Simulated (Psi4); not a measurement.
Interaction energy of HCl ··· HCl (SMILES Cl and Cl). Monomers: optimised at B3LYP-D3(BJ) (def2-TZVP), held rigid. Orientation: a random orientation, not optimised. R is the distance of the centres of mass, along which the second monomer moves.

Geometry at R = 3.81 Å (first 2 atoms: monomer A):
```
4

Cl     0.6410     0.0000     0.0000
H     -0.6410     0.0000     0.0000
Cl     2.2638    -2.7727    -2.0441
H      2.5682    -2.6471    -0.8051
```

Level of theory: SAPT0/jun-cc-pVDZ, frozen core in Psi4.

Components in kcal/mol:

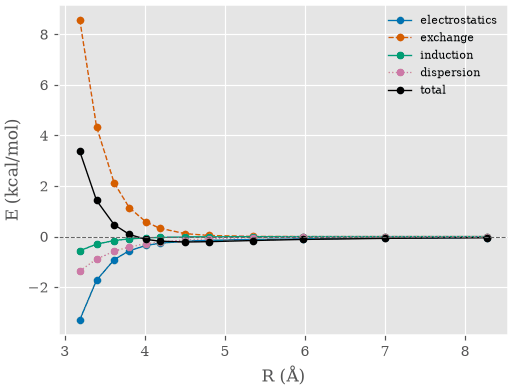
Figure: Components of the interaction energy.

```
R / Å  electrostatics  exchange  induction  dispersion  total
-----  --------------  --------  ---------  ----------  -----
3.19            -3.30      8.59      -0.56       -1.36   3.37
3.40            -1.73      4.35      -0.30       -0.89   1.43
3.62            -0.91      2.12      -0.16       -0.58   0.47
3.81            -0.56      1.14      -0.09       -0.41   0.08
4.02            -0.35      0.57      -0.05       -0.28  -0.11
4.19            -0.26      0.33      -0.03       -0.21  -0.18
4.51            -0.18      0.12      -0.02       -0.13  -0.22
4.81            -0.15      0.04      -0.01       -0.09  -0.20
5.35            -0.12      0.01       0.00       -0.04  -0.16
5.98            -0.09      0.00       0.00       -0.02  -0.11
7.00            -0.06      0.00       0.00       -0.01  -0.07
8.28            -0.04      0.00       0.00        0.00  -0.04
```
